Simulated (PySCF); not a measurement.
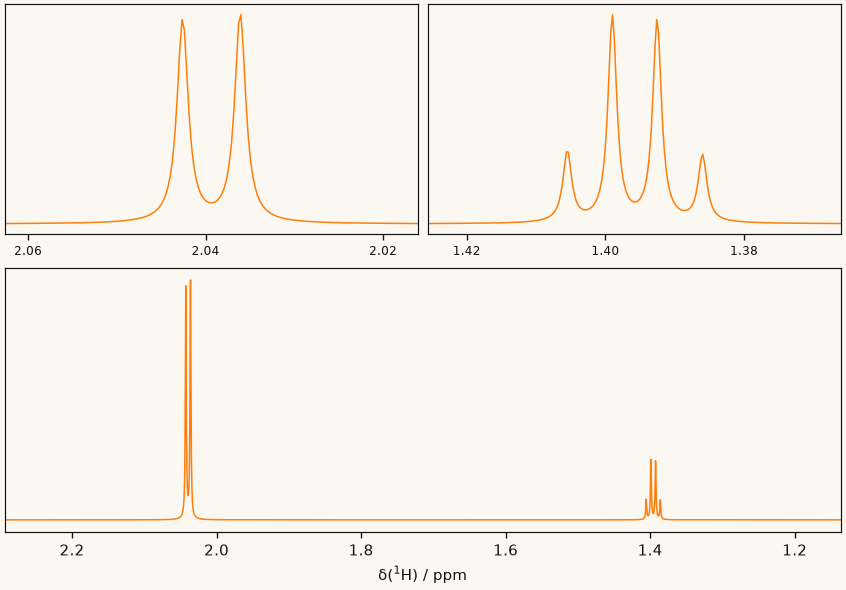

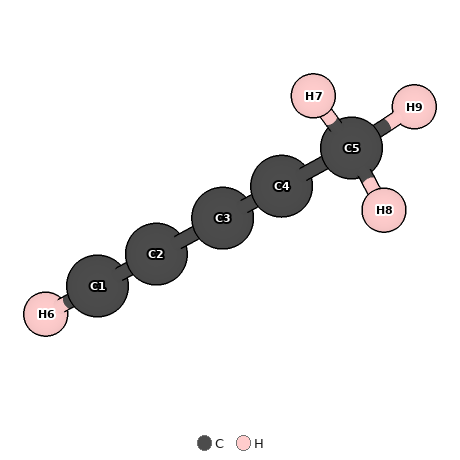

C₅H₄ (1,3-pentadiyne), SMILES C#CC#CC. Simulated ¹H spectrum at 400 MHz, line width 0.6 Hz, from GIAO shifts (KT2/pcSseg-2, against TMS) and couplings (B3LYP/pcJ-1), PySCF, at a PBE0-D3(BJ)/def2-SVP geometry (no frequency check). Gas phase, values of one conformer, averaged over methyl-type rotors and exact or near symmetry; couplings among ¹H are treated exactly, other nuclei are left out. The upper panels enlarge each group of lines, each scaled alone.

> Assign the signals.

```
δ (ppm)  nuclei       atoms
   2.04       3  H7, H8, H9
   1.40       1          H6
```

> Which couplings enter the simulation?

| pair | J (Hz) |
| --- | --- |
| H7/H8/H9 – H6 | −2.6 |

Not listed: couplings under 0.5 Hz, those between magnetically equivalent nuclei.
